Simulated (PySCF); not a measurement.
Input file:

```
{"job": {"kind": "nmr", "xc": "PBE0", "basis": "pcSseg-2"}, "charge": 0, "multiplicity": 1}
C     -0.605691    -0.378531     0.684384
C      0.726430    -0.630367     0.271519
C      1.117945     0.184923    -0.749287
S     -0.130307     1.252066    -1.208142
C     -1.193709     0.620109    -0.034610
H     -1.106445    -0.913714     1.480064
H      1.367108    -1.382284     0.712451
H      2.071073     0.211509    -1.254529
H     -2.192542     1.016079     0.065324
```

Run with:

```sh
OMP_NUM_THREADS=2 python probes_run.py task.json out
```

Geometry: PBE0-D3(BJ)/def2-TZVP.

Level of theory: PBE0/pcSseg-2, SCF density, gas phase, non-relativistic in PySCF 2.14.0.

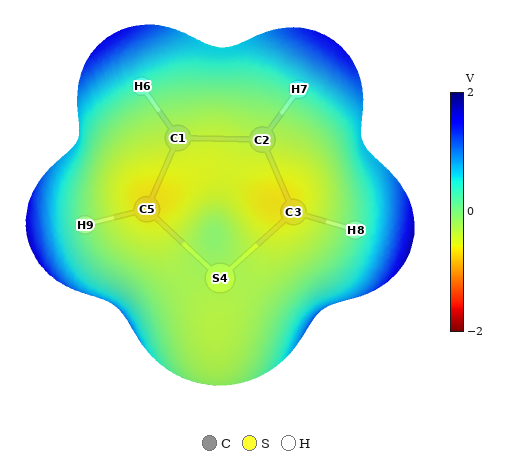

C₄H₄S. The electrostatic potential painted on the density surface at 0.004 e/bohr³, seen at a tilt; red is negative and blue positive.

> Describe the electrostatic potential map.

The most negative region (about −0.7 V, or −16 kcal/mol for a unit charge) lies over the π face of C1, C2, C3 and C5, the most positive (about +1.8 V, or +42 kcal/mol for a unit charge) over H8 and H9.

> What dipole moment does the calculation give?

Its dipole moment is 0.49 D.
